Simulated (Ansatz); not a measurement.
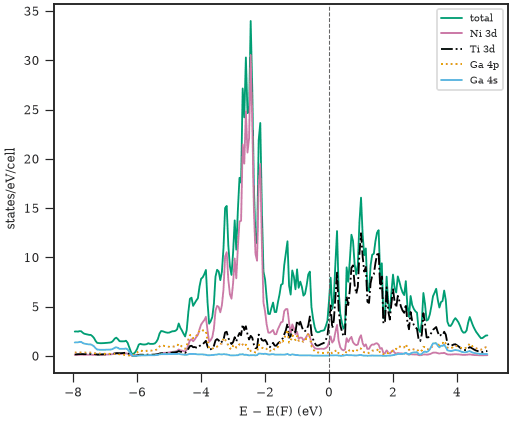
Figure. Total and projected density of states of TiGaNi in space group P-62m (No. 189; Ti on 3g, Ga on 3f, Ni on 1b, Ni on 2c), r²SCAN (plane waves, PAW; program Ansatz)

Q: Which orbitals carry the states next to the Fermi level?

A: Within 0.5 eV of the Fermi level: Ti 3d 61 %, Ni 3d 25 %, Ga 4p 7 %. Projections are on Löwdin-orthogonalised atomic valence shells; empty p or d shells of many metals are not among them.

Q: Where is the tallest occupied peak in this window, and what makes it?

A: Near -2.4 eV, about 34 states/eV per cell; the largest projected share is Ni 3d.

The workflow started from a Materials Project entry (that database holds measured and hypothetical structures alike); the Crystallography Open Database files this formula in space group No. 189, but the cells were not matched. Its standing as an ambient phase is unchecked. The r²SCAN relaxation kept the symmetry of its start; whether a distortion lowers the energy is not shown. No spin polarisation was allowed. Spin–orbit coupling is left out wherever it is not named.

Potentials: the later of the program's two PAW sets.
